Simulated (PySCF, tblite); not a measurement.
# C3H5F, a complex of two parts: NMR shifts, interaction energy, infrared bands, spin-spin couplings and electronic excitations

What NMR shifts, interaction energy, infrared bands, spin-spin couplings and electronic excitations should one expect for `C#C` with `CF`?

Programs: tblite 0.8.0 and PySCF 2.14.0. All values are calculated, for the isolated system unless a continuum is named. Atoms count from 0, parts from 1.

## (1) The system as given

9 atoms, charge 0, multiplicity 1; geometry: rigid parts in contact. Parts: 1 = atoms 0–3, `C#C`, charge 0; 2 = atoms 4–8, `CF`, charge 0.

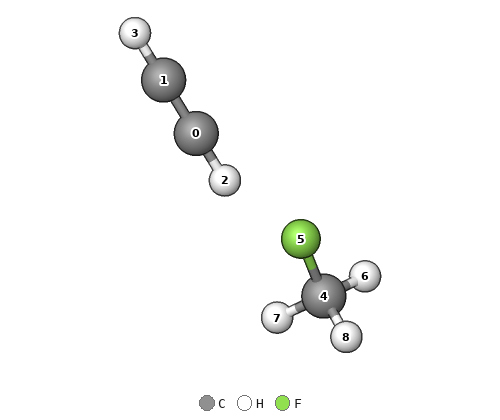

The starting geometry (carbon grey, hydrogen white, fluorine green), atoms numbered.

## (2) Docking the parts with GFN2-xTB

What the job is given:

```
{"job": {"kind": "dock", "xc": "GFN2-xTB", "basis": "xTB"}, "charge": 0, "multiplicity": 1, "parts": [{"atoms": "0-3", "charge": 0, "multiplicity": 1}, {"atoms": "4-8", "charge": 0, "multiplicity": 1}]}
C     -0.580291    -0.005307    -0.139667
C      0.580262     0.005401     0.139779
H     -1.600762    -0.014814    -0.385509
H      1.600791     0.014720     0.385397
C     -5.067004    -0.568077     0.190830
F     -3.775978    -0.134215     0.267621
H     -5.563694    -0.319615     1.129359
H     -5.052448    -1.647223     0.033453
H     -5.545288    -0.060170    -0.647494
```

With the program's defaults for keys left out, this is: GFN2-xTB search for minima from random contacts, gas phase.

Run with:

```bash
$ OMP_NUM_THREADS=1 python cluster_run.py task.json out
```

One launch serves the whole session: the jobs run in the order shown.

The log of the run:

```text
step      E/eV     max force
  0    -370.11099    0.104
  1    -370.11120    0.098
  2    -370.11137    0.243
  3    -370.11181    0.063
  4    -370.11209    0.096
  5    -370.11264    0.103
  6    -370.11302    0.074
  7    -370.11358    0.074
  8    -370.11430    0.112
  9    -370.11525    0.159
 10    -370.11622    0.135
 11    -370.11726    0.113
 12    -370.11873    0.142
 13    -370.12113    0.234
 14    -370.12427    0.323
 15    -370.12679    0.238
 16    -370.12765    0.069
 17    -370.12777    0.029
 18    -370.12783    0.028
 19    -370.12792    0.036
 20    -370.12799    0.028
 21    -370.12806    0.024
 22    -370.12812    0.029
 23    -370.12824    0.048
 24    -370.12847    0.075
 25    -370.12891    0.099
 26    -370.12961    0.115
 27    -370.13055    0.109
 28    -370.13150    0.092
 29    -370.13234    0.091
 30    -370.13320    0.089
 31    -370.13383    0.101
 32    -370.13397    0.086
 33    -370.13428    0.048
 34    -370.13441    0.050
 35    -370.13465    0.024
 36    -370.13470    0.018
 37    -370.13474    0.009

distinct minima (kcal/mol above the one taken): 0.00 0.48 0.32
by PBE0-D3(BJ)/def2-SVP single points: 0.00 1.29 1.78
binding energy -1.296 kcal/mol
```

Wall time 3.9 s (1 thread of Arm Neoverse V1, shared host).

Relaxation path: (not every step is listed)

| step | energy from step 0 (eV) | largest force (eV/Å) |
| --- | --- | --- |
| 0 | 0.0000 | 0.1039 |
| 1 | -0.0002 | 0.0985 |
| 2 | -0.0004 | 0.2426 |
| 3 | -0.0008 | 0.0628 |
| 4 | -0.0011 | 0.0952 |
| 5 | -0.0016 | 0.1030 |
| 6 | -0.0020 | 0.0742 |
| 7 | -0.0026 | 0.0737 |
| 8 | -0.0033 | 0.1112 |
| 10 | -0.0052 | 0.1354 |
| 12 | -0.0077 | 0.1416 |
| 14 | -0.0133 | 0.3226 |
| 16 | -0.0167 | 0.0690 |
| 18 | -0.0168 | 0.0279 |
| 20 | -0.0170 | 0.0284 |
| 22 | -0.0171 | 0.0292 |
| 24 | -0.0175 | 0.0751 |
| 26 | -0.0186 | 0.1151 |
| 28 | -0.0205 | 0.0921 |
| 30 | -0.0222 | 0.0893 |
| 32 | -0.0230 | 0.0853 |
| 33 | -0.0233 | 0.0482 |
| 34 | -0.0234 | 0.0504 |
| 35 | -0.0237 | 0.0243 |
| 36 | -0.0237 | 0.0173 |
| 37 | -0.0238 | 0.0093 |

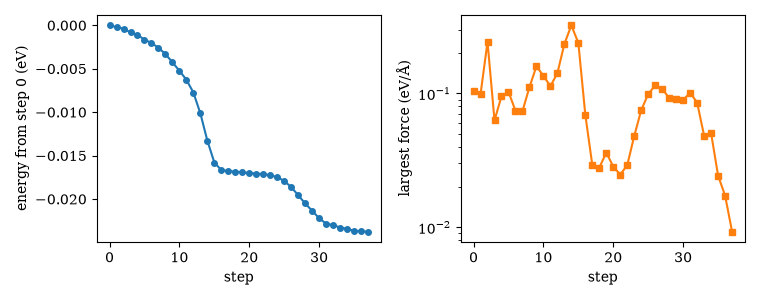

Energy and force, step by step.

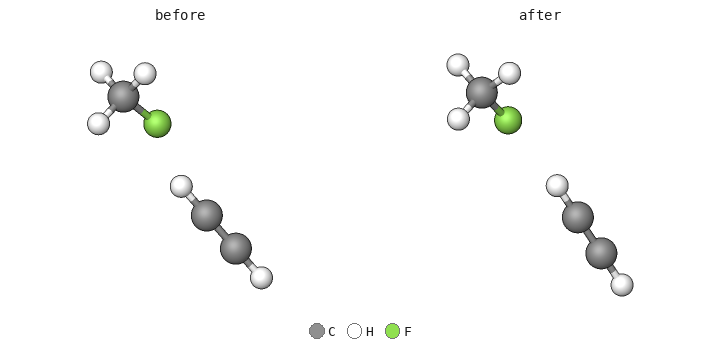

The geometry before (left) and after (right).

Close pairs (by a distance rule), those that changed most:

| bond | before (Å) | after (Å) | change (Å) |
| --- | --- | --- | --- |
| C0–H2 | 1.050 | 1.051 | +0.001 |
| C1–H3 | 1.050 | 1.050 | +0.000 |
| C0–C1 | 1.194 | 1.194 | +0.000 |
| C4–H8 | 1.091 | 1.090 | -0.000 |
| C4–H6 | 1.091 | 1.090 | -0.000 |
| C4–H7 | 1.091 | 1.091 | -0.000 |
| C4–F5 | 1.364 | 1.364 | -0.000 |

Contacts between the parts in the structure taken on (a selection, picked against the atoms' radii; other short pairs can be missing):

| atoms | distance (Å) | kind (by distance and angle) | angle (°) |
| --- | --- | --- | --- |
| H2···F5 | 2.47 | weak hydrogen bond | 169 |

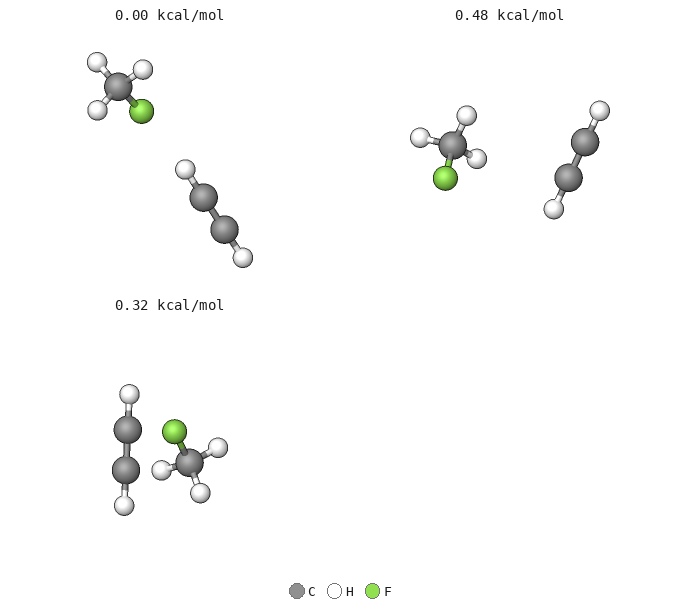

The minima found from 6 starts, with xTB energies counted from the lowest.

## (3) Geometry optimisation at PBE0-D3(BJ)/def2-SVPD

What the job is given:

```
{"job": {"xc": "PBE0", "basis": "def2-SVPD", "d3": "d3bj", "grid": 2, "kind": "geom", "shake": 0.01}, "charge": 0, "multiplicity": 1, "parts": [{"atoms": "0-3", "charge": 0, "multiplicity": 1}, {"atoms": "4-8", "charge": 0, "multiplicity": 1}]}
C     -0.403238     0.037080     0.020337
C      0.758861     0.001668     0.119608
H     -1.489441     0.106688    -0.083173
H      1.842813    -0.039200     0.210272
C     -5.206277    -0.602269     0.138421
F     -3.926246    -0.162685    -0.043618
H     -5.510141    -0.281529     1.143701
H     -5.196043    -1.677445     0.059938
H     -5.830451    -0.134757    -0.600265
```

The log of the run:

```text
step   0  E = -216.66958108  max force = 0.113854
step   1  E = -216.67541989  max force = 0.007166
step   2  E = -216.67556145  max force = 0.002293
step   3  E = -216.67557841  max force = 0.000421
step   4  E = -216.67561537  max force = 0.003061
step   5  E = -216.67563452  max force = 0.002890
step   6  E = -216.67564679  max force = 0.000983
step   7  E = -216.67565326  max force = 0.000520
step   8  E = -216.67566003  max force = 0.001572
step   9  E = -216.67566845  max force = 0.001797
step  10  E = -216.67568033  max force = 0.001081
step  11  E = -216.67569494  max force = 0.000740
step  12  E = -216.67571516  max force = 0.001287
step  13  E = -216.67578648  max force = 0.003224
step  14  E = -216.67580236  max force = 0.000517
step  15  E = -216.67580887  max force = 0.000878
step  16  E = -216.67582395  max force = 0.000896
step  17  E = -216.67584093  max force = 0.001205
step  18  E = -216.67586951  max force = 0.001299
step  19  E = -216.67589810  max force = 0.000766
step  20  E = -216.67594268  max force = 0.000656
step  21  E = -216.67597250  max force = 0.001132
step  22  E = -216.67609160  max force = 0.002563
step  23  E = -216.67577233  max force = 0.003311
step  24  E = -216.67610648  max force = 0.002551
step  25  E = -216.67622037  max force = 0.001204
step  26  E = -216.67624819  max force = 0.000992
step  27  E = -216.67628148  max force = 0.000570
step  28  E = -216.67628510  max force = 0.000205
optimisation converged
```

It took 2.1 min on 1 thread of Arm Neoverse V1, shared host; peak memory 0.54 GiB.

The steps of the relaxation: (the energy doesn't fall at every step)

| step | energy from step 0 (eV) | largest force component (eV/Å) |
| --- | --- | --- |
| 0 | 0.0000 | 5.8546 |
| 1 | -0.1589 | 0.3685 |
| 2 | -0.1627 | 0.1179 |
| 3 | -0.1632 | 0.0216 |
| 4 | -0.1642 | 0.1574 |
| 5 | -0.1647 | 0.1486 |
| 6 | -0.1651 | 0.0505 |
| 7 | -0.1652 | 0.0267 |
| 8 | -0.1654 | 0.0808 |
| 9 | -0.1656 | 0.0924 |
| 10 | -0.1660 | 0.0556 |
| 11 | -0.1664 | 0.0381 |
| 12 | -0.1669 | 0.0662 |
| 13 | -0.1689 | 0.1658 |
| 14 | -0.1693 | 0.0266 |
| 15 | -0.1695 | 0.0451 |
| 16 | -0.1699 | 0.0461 |
| 17 | -0.1703 | 0.0620 |
| 18 | -0.1711 | 0.0668 |
| 19 | -0.1719 | 0.0394 |
| 20 | -0.1731 | 0.0337 |
| 21 | -0.1739 | 0.0582 |
| 22 | -0.1772 | 0.1318 |
| 23 | -0.1685 | 0.1703 |
| 24 | -0.1776 | 0.1312 |
| 25 | -0.1807 | 0.0619 |
| 26 | -0.1814 | 0.0510 |
| 27 | -0.1823 | 0.0293 |
| 28 | -0.1824 | 0.0105 |

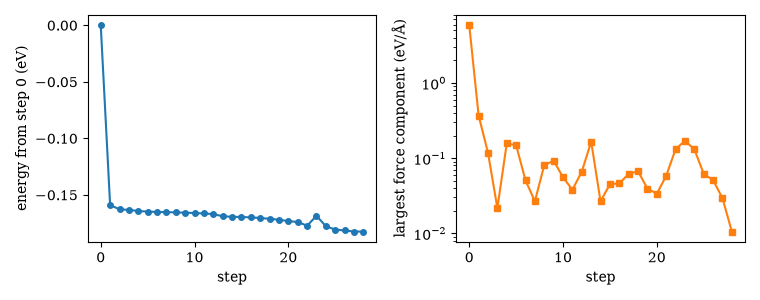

Energy and force, step by step.

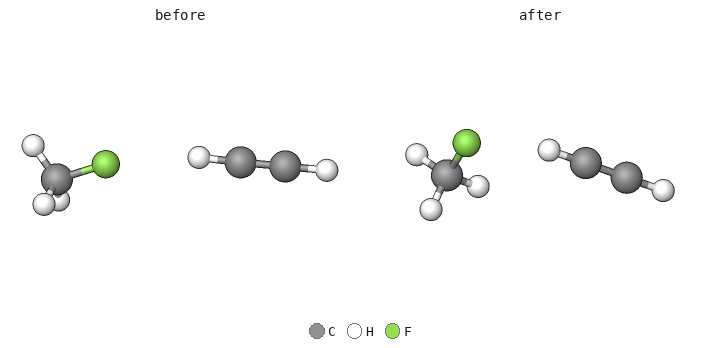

The geometry before (left) and after (right).

Distances of close pairs at the start and the end, largest changes first:

| bond | before (Å) | after (Å) | change (Å) |
| --- | --- | --- | --- |
| C0–C1 | 1.167 | 1.209 | +0.042 |
| C4–H8 | 1.074 | 1.098 | +0.024 |
| C4–H7 | 1.078 | 1.099 | +0.021 |
| C4–F5 | 1.366 | 1.383 | +0.017 |
| C0–H2 | 1.093 | 1.076 | -0.017 |
| C1–H3 | 1.089 | 1.074 | -0.015 |
| C4–H6 | 1.098 | 1.098 | +0.000 |

The end geometry stands in the next job.

| at the end point | value |
| --- | --- |
| point group (found at 0.08 Å tolerance) | C1 |
| rotational constants (GHz, main isotopes) | 24.651, 2.107, 1.966 |
| dipole moment (D) | 1.95 |

Contacts at the end point (a selection, picked against the atoms' radii; other short pairs can be missing):

| atoms | distance (Å) | kind (by distance and angle) | angle (°) |
| --- | --- | --- | --- |
| H2···F5 | 2.15 | weak hydrogen bond | 157 |

Against the parts relaxed at this level the binding energy is -2.96 kcal/mol, without counterpoise.

## (4) NMR shieldings: PBE0/pcSseg-2

What the job is given:

```
{"job": {"kind": "nmr", "xc": "PBE0", "basis": "pcSseg-2"}, "charge": 0, "multiplicity": 1, "parts": [{"atoms": "0-3", "charge": 0, "multiplicity": 1}, {"atoms": "4-8", "charge": 0, "multiplicity": 1}]}
C     -0.938468     0.102502     0.067691
C      0.111152    -0.494621     0.119813
H     -1.878377     0.624594     0.019429
H      1.047983    -1.016847     0.165846
C     -4.568084    -0.408404     0.120655
F     -4.020492     0.850761    -0.042316
H     -4.963018    -0.490333     1.142255
H     -3.782262    -1.159039    -0.043158
H     -5.376313    -0.537439    -0.611842
```

With the program's defaults for keys left out, this is: GIAO PBE0/pcSseg-2 NMR shielding, non-relativistic, gas phase.

The log of the run:

```text
coarse grid: 7448 points
cycle   1  E = -216.8612658768  dE =  9.308e-02  |g| = 5.198e-01  |ddm| = 2.059e+00
cycle   2  E = -216.8399499381  dE =  2.132e-02  |g| = 6.605e-01  |ddm| = 8.958e-01
cycle   3  E = -216.9103637924  dE = -7.041e-02  |g| = 8.759e-02  |ddm| = 5.658e-01
cycle   4  E = -216.9115427723  dE = -1.179e-03  |g| = 2.538e-02  |ddm| = 6.396e-02
cycle   5  E = -216.9116520540  dE = -1.093e-04  |g| = 1.321e-02  |ddm| = 3.116e-02
cycle   6  E = -216.9116916650  dE = -3.961e-05  |g| = 4.118e-03  |ddm| = 1.107e-02
cycle   7  E = -216.9116957698  dE = -4.105e-06  |g| = 1.392e-04  |ddm| = 3.135e-03
final grid: 72088 points
cycle   8  E = -216.9139184295  dE = -7.208e-05  |g| = 5.893e-03  |ddm| = 4.326e-02
cycle   9  E = -216.9139172731  dE =  1.156e-06  |g| = 6.684e-03  |ddm| = 8.676e-03
cycle  10  E = -216.9139265170  dE = -9.244e-06  |g| = 9.905e-04  |ddm| = 4.090e-03
cycle  11  E = -216.9139266477  dE = -1.307e-07  |g| = 3.242e-04  |ddm| = 1.012e-03
cycle  12  E = -216.9139266630  dE = -1.532e-08  |g| = 3.996e-05  |ddm| = 1.997e-04
cycle  13  E = -216.9139266630  dE =  1.245e-11  |g| = 3.630e-05  |ddm| = 4.677e-05
cycle  14  E = -216.9139266634  dE = -3.245e-10  |g| = 6.518e-06  |ddm| = 2.671e-05
converged SCF energy = -216.9139266634

GIAO shielding tensors (ppm)
atom      isotropic    diamagn.    paramagn.     s11        s22        s33       span
  0 C      105.091     260.397    -155.307     17.019     18.207    280.046    263.027
  1 C      107.626     263.837    -156.210     21.305     22.960    278.615    257.310
  2 H       29.054      32.744      -3.689     21.801     23.146     42.216     20.416
  3 H       29.973      32.217      -2.244     24.737     24.751     40.430     15.693
  4 C      109.391     237.400    -128.009     72.938     74.530    180.706    107.767
  5 F      461.347     474.895     -13.548    408.096    482.196    493.749     85.653
  6 H       27.047      26.961       0.086     24.417     24.785     31.940      7.524
  7 H       26.875      29.363      -2.487     23.495     26.355     30.777      7.282
  8 H       27.002      26.076       0.926     24.137     24.924     31.946      7.809

== part 1 alone, relaxed ==
coarse grid: 3416 points
cycle   1  E = -77.2289084531  dE =  9.591e-02  |g| = 3.220e-01  |ddm| = 1.411e+00
cycle   2  E = -77.2332104795  dE = -4.302e-03  |g| = 2.837e-01  |ddm| = 4.128e-01
cycle   3  E = -77.2544247882  dE = -2.121e-02  |g| = 1.525e-02  |ddm| = 2.588e-01
cycle   4  E = -77.2544867920  dE = -6.200e-05  |g| = 1.886e-03  |ddm| = 2.956e-02
cycle   5  E = -77.2544874609  dE = -6.688e-07  |g| = 6.221e-05  |ddm| = 3.457e-03
final grid: 33160 points
cycle   6  E = -77.2566736291  dE = -2.575e-05  |g| = 3.087e-03  |ddm| = 3.482e-02
cycle   7  E = -77.2566741817  dE = -5.526e-07  |g| = 2.784e-03  |ddm| = 6.396e-03
cycle   8  E = -77.2566762690  dE = -2.087e-06  |g| = 1.052e-04  |ddm| = 2.999e-03
cycle   9  E = -77.2566762706  dE = -1.601e-09  |g| = 1.746e-05  |ddm| = 1.248e-04
cycle  10  E = -77.2566762706  dE =  2.680e-11  |g| = 1.752e-05  |ddm| = 1.702e-05
converged SCF energy = -77.2566762706

GIAO shielding tensors (ppm)
atom      isotropic    diamagn.    paramagn.     s11        s22        s33       span
  0 C      107.591     261.550    -153.959     21.845     21.845    279.083    257.239
  1 C      107.592     261.551    -153.959     21.845     21.845    279.084    257.239
  2 H       29.920      31.105      -1.185     24.818     24.818     40.124     15.306
  3 H       29.920      31.105      -1.185     24.818     24.818     40.124     15.306

== part 2 alone, relaxed ==
coarse grid: 4032 points
cycle   1  E = -139.6264893715  dE = -4.091e-03  |g| = 4.241e-01  |ddm| = 1.243e+00
cycle   2  E = -139.5978354727  dE =  2.865e-02  |g| = 6.270e-01  |ddm| = 4.411e-01
cycle   3  E = -139.6542996529  dE = -5.646e-02  |g| = 3.352e-02  |ddm| = 2.530e-01
cycle   4  E = -139.6544588777  dE = -1.592e-04  |g| = 1.055e-02  |ddm| = 1.624e-02
cycle   5  E = -139.6544820320  dE = -2.315e-05  |g| = 3.643e-03  |ddm| = 7.311e-03
cycle   6  E = -139.6544847651  dE = -2.733e-06  |g| = 1.909e-04  |ddm| = 1.855e-03
final grid: 38928 points
cycle   7  E = -139.6543047368  dE = -4.285e-05  |g| = 5.124e-03  |ddm| = 1.565e-02
cycle   8  E = -139.6543026527  dE =  2.084e-06  |g| = 6.355e-03  |ddm| = 4.961e-03
cycle   9  E = -139.6543103288  dE = -7.676e-06  |g| = 7.830e-04  |ddm| = 2.601e-03
cycle  10  E = -139.6543104160  dE = -8.715e-08  |g| = 2.341e-04  |ddm| = 4.390e-04
cycle  11  E = -139.6543104242  dE = -8.221e-09  |g| = 2.090e-05  |ddm| = 9.747e-05
cycle  12  E = -139.6543104242  dE = -5.079e-11  |g| = 1.312e-06  |ddm| = 8.289e-06
converged SCF energy = -139.6543104242

GIAO shielding tensors (ppm)
atom      isotropic    diamagn.    paramagn.     s11        s22        s33       span
  0 C      109.422     238.795    -129.374     73.772     73.777    180.717    106.945
  1 F      465.779     466.144      -0.365    420.111    488.606    488.619     68.508
  2 H       27.009      28.555      -1.546     24.273     25.028     31.725      7.453
  3 H       27.009      28.557      -1.548     24.272     25.028     31.726      7.454
  4 H       27.009      28.554      -1.545     24.273     25.028     31.726      7.453
```

It took 23 s on 1 thread of Arm Neoverse V1, shared host; peak memory 0.76 GiB.

No reference compound was run at this level, so shieldings alone are listed.

| atoms | environment | σ (ppm) |
| --- | --- | --- |
| C0 | carbon bonded to C, H | 105.1 |
| C1 | carbon bonded to C, H | 107.6 |
| C4 | carbon bonded to F, 3 H | 109.4 |
| H7 | hydrogen on a carbon bonded to F | 26.88 |
| H8 | hydrogen on a carbon bonded to F | 27.00 |
| H6 | hydrogen on a carbon bonded to F | 27.05 |
| H2 | hydrogen on a carbon bonded to C | 29.05 |
| H3 | hydrogen on a carbon bonded to C | 29.97 |
| F5 | fluorine bonded to C | 461.3 |

The run also stored atomic charges by several schemes (e):

| atoms | Mulliken | IAO | Hirshfeld | ESP fit |
| --- | --- | --- | --- | --- |
| C0 | -0.06 | -0.21 | -0.10 | -0.20 |
| C1 | -0.09 | -0.22 | -0.11 | -0.36 |
| C4 | 0.21 | -0.11 | -0.02 | -0.10 |
| F5 | -0.32 | -0.33 | -0.11 | -0.20 |

IAO charges:

| atom | value (e) |
| --- | --- |
| C0 | -0.21 |
| C1 | -0.22 |
| H2 | 0.21 |
| H3 | 0.21 |
| C4 | -0.11 |
| F5 | -0.33 |
| H6 | 0.15 |
| H7 | 0.15 |
| H8 | 0.15 |

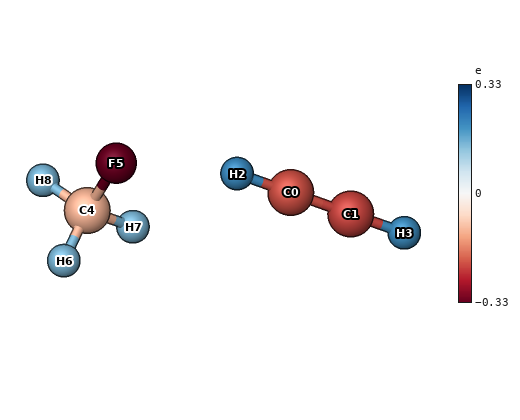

IAO charges, as colours on the atoms.

Mayer bond orders: C0–C1 2.70, C4–F5 0.86.

What binding changes (parts relaxed alone, same level, their own basis):

| atom | σ alone (ppm) | σ in the cluster | shift on binding (ppm) |
| --- | --- | --- | --- |
| F5 | 465.78 | 461.35 | +4.43 |
| C0 | 107.59 | 105.09 | +2.50 |
| C1 | 107.59 | 107.63 | -0.03 |
| C4 | 109.42 | 109.39 | +0.03 |
| H8 | 27.01 | 27.00 | +0.01 |
| H2 | 29.92 | 29.05 | +0.87 |
| H7 | 27.01 | 26.88 | +0.13 |
| H3 | 29.92 | 29.97 | -0.05 |
| H6 | 27.01 | 27.05 | -0.04 |

(Part 1 of 3 ends here.)
